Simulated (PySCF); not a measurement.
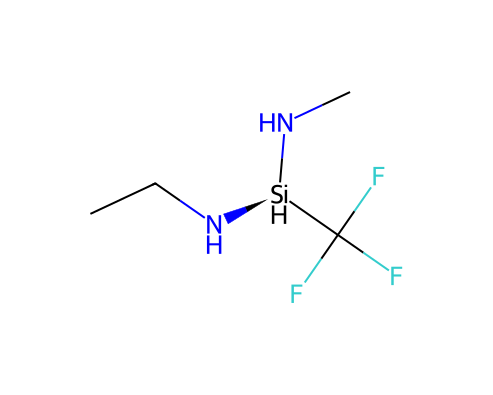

Computed geometry: GFN2-xTB optimisation. No frequency run is at hand to confirm it as a minimum. Method: PBE0/pcSseg-1, gas phase (PySCF 2.14.0).

What does the calculation give?

The species is C4H11F3N2Si (`CCN[Si@@H](NC)C(F)(F)F`).
- dipole moment: 3.73 D
- HOMO energy (Kohn–Sham orbital): −6.91 eV
- LUMO energy (Kohn–Sham orbital): 0.56 eV
- HOMO–LUMO gap: 7.47 eV

The geometry is semi-empirical. Around Si such bond lengths and angles can be off by a tenth of an ångström or more and by several degrees, and values that hang on the shape move with them.
